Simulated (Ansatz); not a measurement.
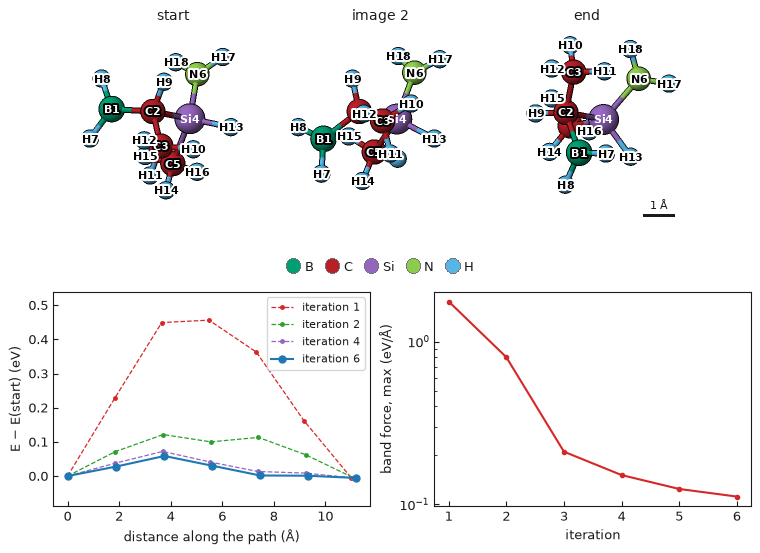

A nudged-elastic-band calculation for C₃H₁₂BNSi. Images are numbered from 0 (start) to 6 (end). The plot follows the band through its iterations. The picture is a ball-and-stick view, seen from a free direction.

Computed with RKS PBE/6-31G in Ansatz 0.2.0. Run with 5 movable images; climbing image; force threshold 0.05 eV/Å; iteration limit 6; starting path by image-dependent pair potential.

Question: Judge this run.

Answer: The result isn't final. The band hadn't converged when the run stopped after 6 iterations. The largest component of the band force went from 1.8 to 0.11 eV/Å. The barrier read from it is provisional: over the last two iterations the highest image moved from 0.072 eV to 0.059 eV. The iteration limit was low. The first iteration put the highest image at 0.456 eV. The highest point, image 2, lies 0.059 eV above the start and 0.064 eV above the end; the end is at −0.005 eV relative to the start.

The run took about 6 core-minutes on a shared host.
